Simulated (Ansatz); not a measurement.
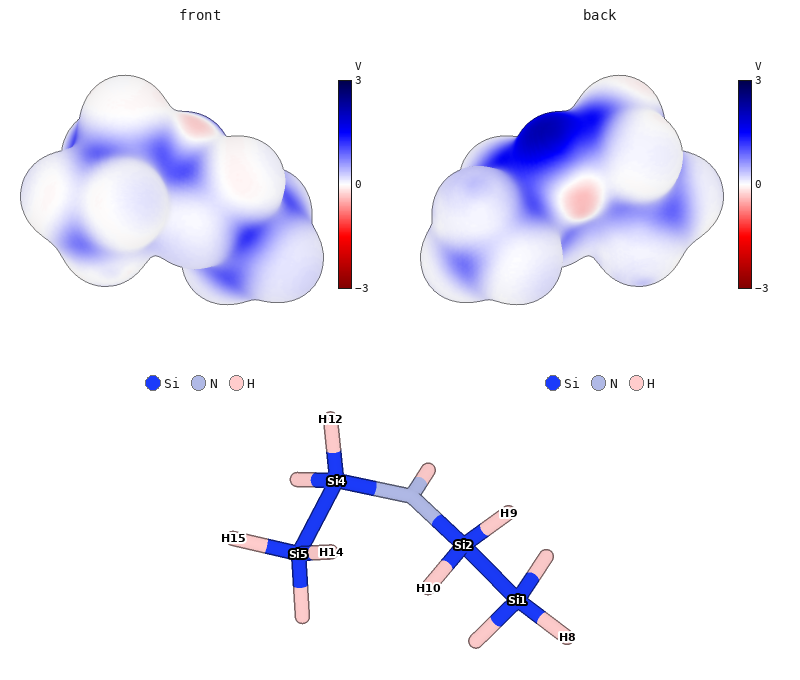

Figure. H$_{11}$NSi$_{4}$. The molecular electrostatic potential painted on the density surface at 0.002 e/bohr³, seen from the front and from behind; red is negative and blue positive. The bare structure is drawn below in the same view.

Geometry: PBE0-D4/def2-TZVP.

These are results of Ansatz 0.2.0, RKS PBE0-D4/def2-TZVPP, not measurements.

Input

```
crystal:
  periodic: [false, false, false]
  atoms:
    - {symbol: Si, position_ang: [-1.171720, -2.839920, -0.413067]}
    - {symbol: Si, position_ang: [0.341900, -1.219397, 0.342750]}
    - {symbol: N, position_ang: [0.687009, -0.081289, -0.912220]}
    - {symbol: Si, position_ang: [0.832827, 1.642223, -0.820340]}
    - {symbol: Si, position_ang: [-0.062967, 2.478091, 1.175228]}
    - {symbol: H, position_ang: [-2.488641, -2.223918, -0.729460]}
    - {symbol: H, position_ang: [-0.646366, -3.476653, -1.654351]}
    - {symbol: H, position_ang: [-1.368051, -3.902764, 0.610281]}
    - {symbol: H, position_ang: [1.562942, -1.905470, 0.861187]}
    - {symbol: H, position_ang: [-0.243589, -0.449594, 1.474137]}
    - {symbol: H, position_ang: [0.923711, -0.482764, -1.809725]}
    - {symbol: H, position_ang: [2.253676, 2.092221, -0.919039]}
    - {symbol: H, position_ang: [0.119412, 2.265155, -1.972256]}
    - {symbol: H, position_ang: [0.708037, 2.029400, 2.365090]}
    - {symbol: H, position_ang: [0.016876, 3.963753, 1.099110]}
    - {symbol: H, position_ang: [-1.487956, 2.088326, 1.347075]}
basis:
  gaussian: {orbitals: def2-TZVPP}
hamiltonian: {xc: pbe0, dispersion: d4}
output: {orbitals: {seedname: orbitals}}
```

Command:

```sh
ansatz run in.yaml --threads 2 --pin off --events-out ev --progress --plain --max-ram 32768MiB --backend cuda --devices 0, --max-vram 18GiB
```

Q: Where is the surface potential most negative and most positive?

A: The most negative region (about −0.3 V) lies over N3, the most positive (about +2.1 V) over H11.
